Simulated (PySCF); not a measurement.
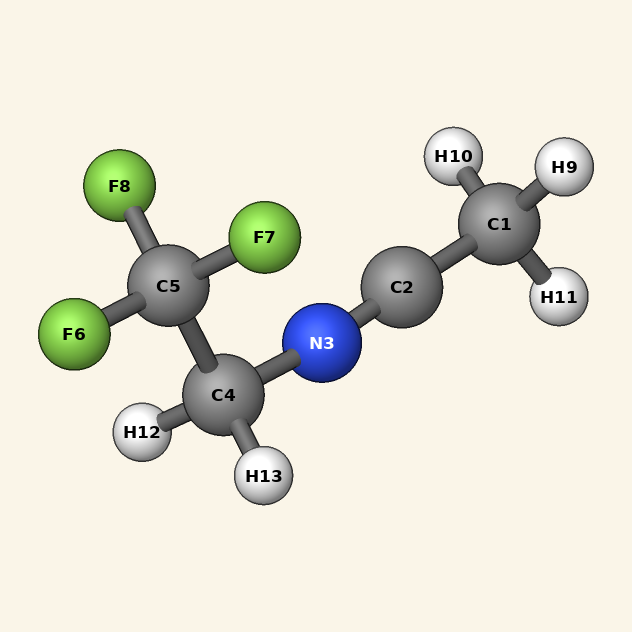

Charge +1, singlet. Computed geometry: GFN2-xTB optimisation. No frequency run is at hand to confirm it as a minimum. Method: GIAO PBE0/pcSseg-1 NMR shielding, non-relativistic, gas phase (PySCF 2.14.0). Principal shieldings σ11 ≤ σ22 ≤ σ33, span Ω = σ33 − σ11, skew κ = 3(σiso − σ22)/Ω.

Give the shielding tensors of the N atoms.

```csv
atom,σ11,σ22,σ33,σiso,Ω,κ
N3,−8.6,−7.2,329.8,104.7,338.4,0.99
```

Shieldings and span in ppm.
